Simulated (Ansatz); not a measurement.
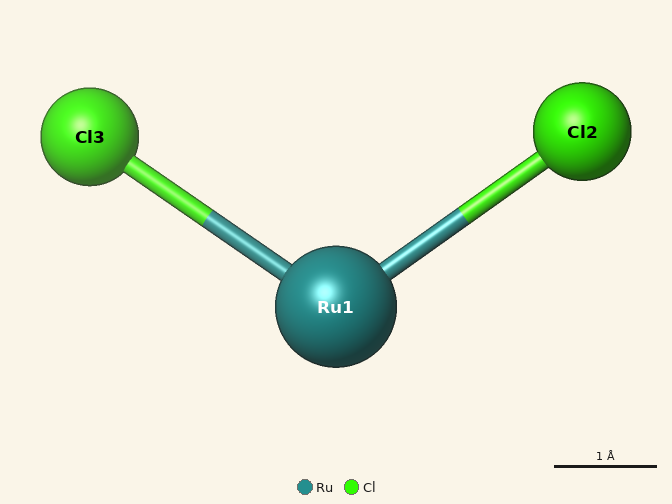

Source: calculation with Ansatz.

Orthographic view. Distant atoms are faded towards the background colour. The species is neutral and a spin triplet. Geometry: a fixed input geometry, not necessarily a minimum. Other spin states may lie lower.

Write a Z-matrix (Å, degrees) in the order of the atom numbers, with these reference atoms: 2 to 1; 3 to 1, 2.

```
Ru 
Cl   1   2.966
Cl   1   2.966   2   110.0
```
